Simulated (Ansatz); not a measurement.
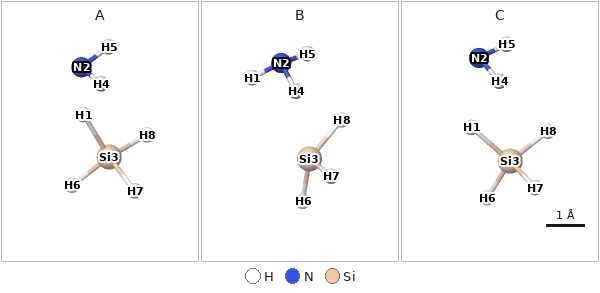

3 geometries from a converged minimum-energy path of SiNH$_{6}$ (multiplicity 2), made up at the start of NH3 and SiH$_{3}$, shuffled. Style: ball-and-stick. Shown from a free direction.

Computed with Ansatz, UKS r2SCAN/def2-SVP. Run with 9 movable images; climbing image; force threshold 0.05 eV/Å; iteration limit 60; starting path through a guess of the saddle point.

Which frame is the transition state?

Answer. A. In order along the path, whose images run from 0 to 10: B (image 1, 0.00 eV), A (image 6, +0.95 eV), C (image 8, +0.88 eV). A hydrogen atom shifts from one atom to another. Breaking: H1–N2 (1.02 → 1.63 at the top → 2.85 Å). Forming: H1–Si3 (3.06 → 1.56 at the top → 1.49 Å).

Limits of the set-up: the start holds two separate molecules, 2.8 Å apart at their closest, whose relative position is a soft coordinate and is computed without a dispersion correction.

Cost: 3.2 min on 2 threads of AMD EPYC 7R43 64-Core Processor (Zen 3) (shared host), peak memory 0.17 GiB.
